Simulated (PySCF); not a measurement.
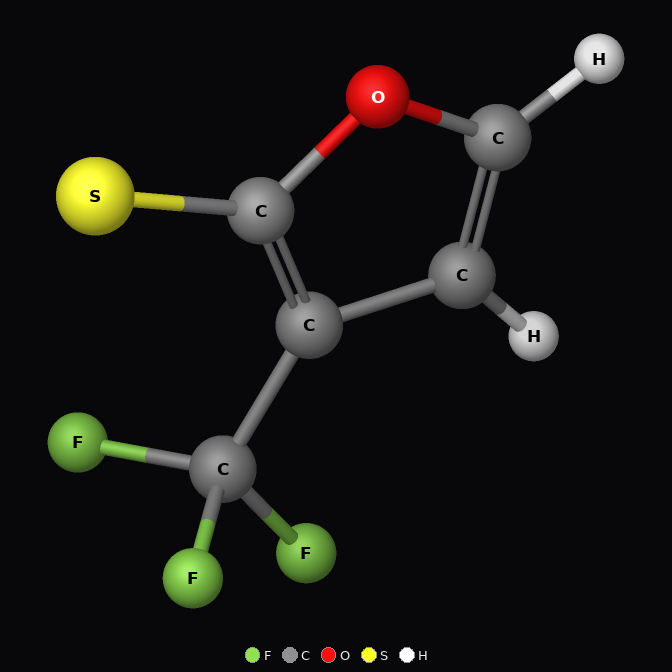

Rendered structure (ball-and-stick style).

State: charge −1, singlet. Computed geometry: GFN2-xTB optimisation. No frequency run is at hand to confirm it as a minimum.

> Which formula does it have?

C5H2F3OS(-), 12 atoms: 5 carbon, 2 hydrogen, 3 fluorine, 1 oxygen and 1 sulfur.

> What is the point group of this geometry?

Cs.

> How many bonds of each kind are drawn?

4 C–C, 3 C–F, 2 C–O, 2 C–H, 1 C–S.

More results for the same structure follow; atom numbers are the same in all pictures, views and colours differ.

Geometry

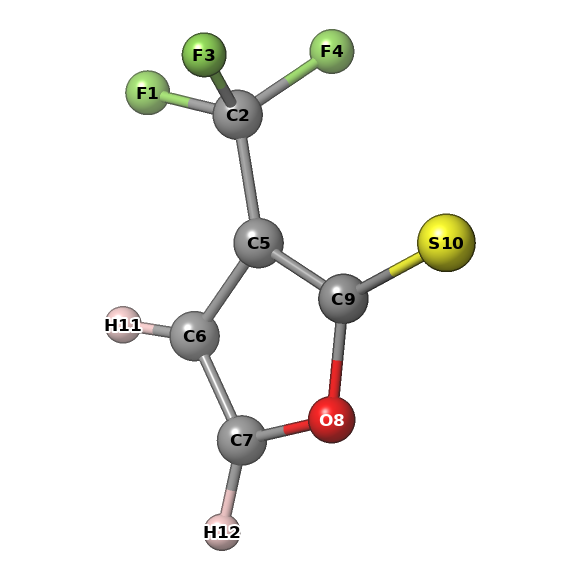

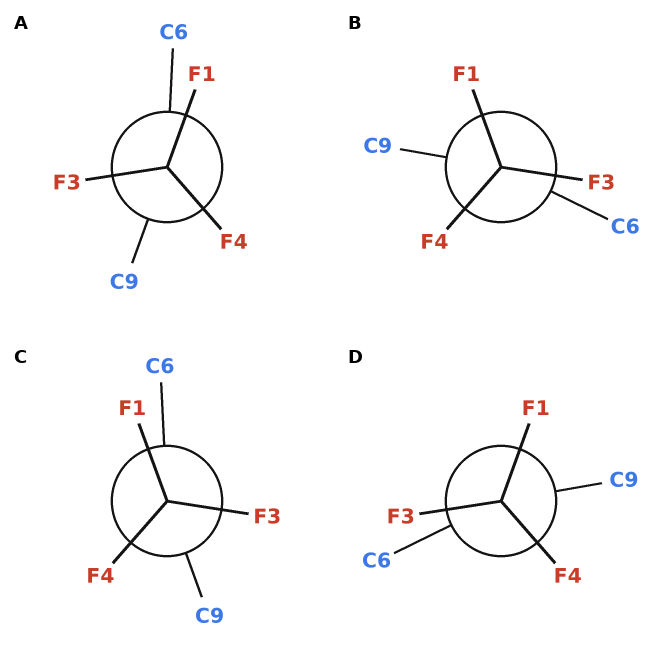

Depth is shown by fading: the farther an atom, the more it takes the colour of the background. Bonds that would overlap in a projection are set slightly apart. No frequency run is at hand to confirm it as a minimum.

> Which Newman projection shows the view along C2–C5, with C2 in front?

A. The torsion angle F1–C2–C5–C6 is 0°, synperiplanar (eclipsed).

Bond orders

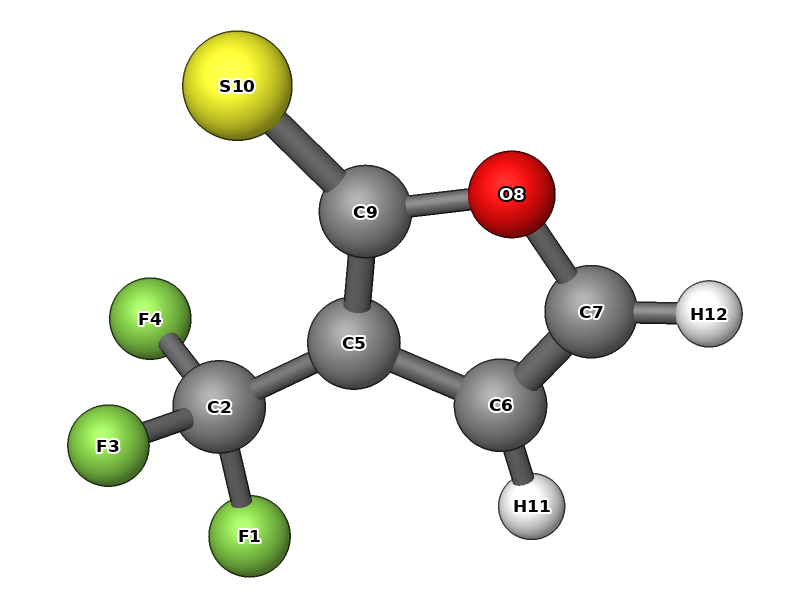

The thickness of each stick grows with its Mayer bond order. No frequency run is at hand to confirm it as a minimum. Level of theory: PBE0/pcSseg-1 (PySCF 2.14.0).

List the Mayer bond orders of F1–C2, C2–F3, C2–C5, C5–C6, C5–C9, C6–C7, C6–H11, C7–O8, C7–H12, O8–C9, C9–S10 (one bond of each equivalent set).

```
  bond  Mayer order  length (Å)
 F1–C2         0.94       1.362
 C2–F3         0.98       1.358
 C2–C5         1.04       1.463
 C5–C6         1.23       1.421
 C5–C9         1.31       1.400
 C6–C7         1.61       1.353
C6–H11         1.00       1.073
 C7–O8         1.04       1.361
C7–H12         0.99       1.072
 O8–C9         1.00       1.364
C9–S10         1.44       1.667
```

NMR shielding

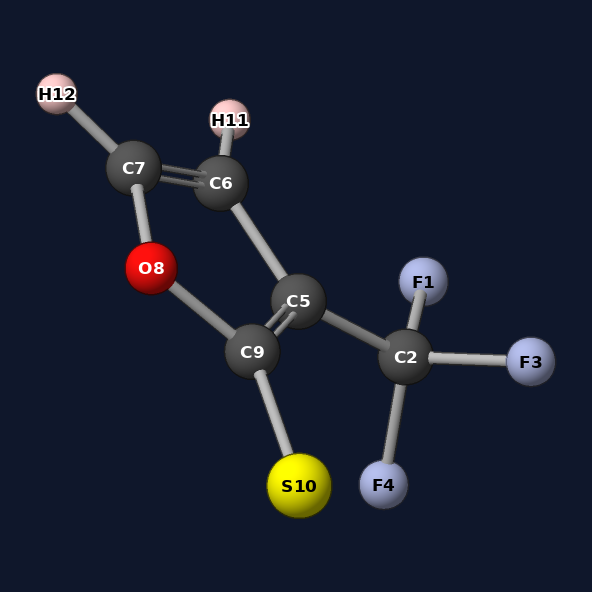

The questions are on isotropic NMR shieldings of the C atoms. No frequency run is at hand to confirm it as a minimum. Level of theory: GIAO PBE0/pcSseg-1 NMR shielding, non-relativistic, gas phase (PySCF 2.14.0).

> Which C atom is the most shielded (lowest chemical shift)?

C5 (81.6 ppm).

> Which C atom is the least shielded (highest chemical shift)?

C9 (−1.6 ppm).

> How wide is the range of C shifts?

83.2 ppm.

Give the isotropic NMR shieldings of the C atoms atom by atom.

```json
{"atom": "C2", "σ (ppm)": "48.9"}
{"atom": "C5", "σ (ppm)": "81.6"}
{"atom": "C6", "σ (ppm)": "71.1"}
{"atom": "C7", "σ (ppm)": "57.3"}
{"atom": "C9", "σ (ppm)": "−1.6"}
```

Quadrupole coupling

No frequency run is at hand to confirm it as a minimum. Electric field gradients from the ground-state density, PBE0/pcSseg-1 (PySCF 2.14.0), non-relativistic apart from any core potentials.

Give the largest field-gradient component, the quadrupole coupling constant and the asymmetry for 17O at O8 (Q = −25.6 mb), 33S at S10 (Q = −67.81 mb).

```json
{"atom": "O8", "V_zz (a.u.)": "1.499", "e²qQ/h (MHz)": "−9.02", "η": "0.21"}
{"atom": "S10", "V_zz (a.u.)": "2.319", "e²qQ/h (MHz)": "−36.9", "η": "0.54"}
```

Electronic properties

No frequency run is at hand to confirm it as a minimum. Properties computed with PBE0/def2-SVPD, gas phase (PySCF 2.14.0).

> What is the mean static polarisability?

101.1 bohr³.

> What is the HOMO energy (Kohn–Sham orbital)?

−0.98 eV.
